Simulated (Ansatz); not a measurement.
**What As → Ru does to hypothetical zinc blende BiAs**

The reference is BiAs in the zinc blende structure (space group F-43m, No. 216; a = 6.704 Å; a hypothetical phase, not in the database extracts checked).

Now apply this change: every As is replaced by Ru; the structure is relaxed again.

Calculations: PBE (Ansatz, a quantum-chemistry and plane-wave program), no spin-orbit coupling. Settings: 13×13×13 k-points, 0.05 eV Fermi–Dirac smearing, for the changed cell.

```
quantity                        base          changed        shift
-------------------  ---------------  ---------------  -----------
volume per atom             37.67 Å³         28.33 Å³     -9.34 Å³
density                   6.26 g/cm³       9.09 g/cm³  +2.83 g/cm³
lattice parameter a          6.704 Å          6.097 Å     -0.607 Å
space group          F-43m (No. 216)  F-43m (No. 216)            –
band gap                        zero             zero            –
```

Final structure:

```
CELL_PARAMETERS angstrom
      0.00000     3.04838     3.04838
      3.04838     0.00000     3.04838
      3.04838     3.04838     0.00000
ATOMIC_POSITIONS crystal
  Ru 0.25000 0.25000 0.25000
  Bi 0.00000 0.00000 0.00000
```

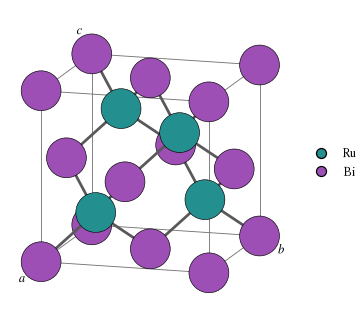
Figure: The relaxed conventional cell after the change

Cost of the whole job for the changed cell (relaxation, final SCF and bands): roughly 50 core-seconds.

Stability against distortions was not tested. As relaxed here, BiRu is a hypothetical phase, not in the database extracts checked. All final runs are without spin polarisation. BiRu has a high density of states at the Fermi level and may be magnetic at this level.
